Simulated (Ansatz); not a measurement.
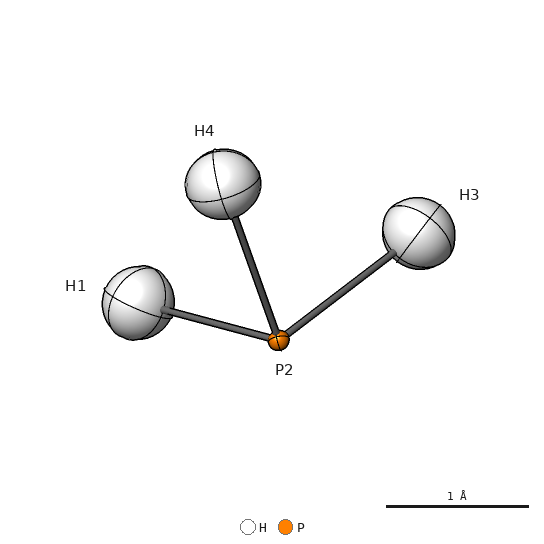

Displacement ellipsoids at the 50 % level, enlarged 2 times, from the internal vibrations of the free molecule (harmonic, no overall translation or rotation; no half-axis is drawn under 0.075 Å). Vibrations computed with RKS PBE0-D4/def2-TZVP (Ansatz 0.2.0). Temperature: 200 K.

Give the displacement parameters, one line for each set of equivalent atoms.

| atom | U_eq (Å²) | rms amplitudes (Å) |
| --- | --- | --- |
| H1, H3, H4 | 0.0072 | 0.082, 0.086, 0.086 |
| P2 | 0.00002 | 0.004, 0.004, 0.006 |
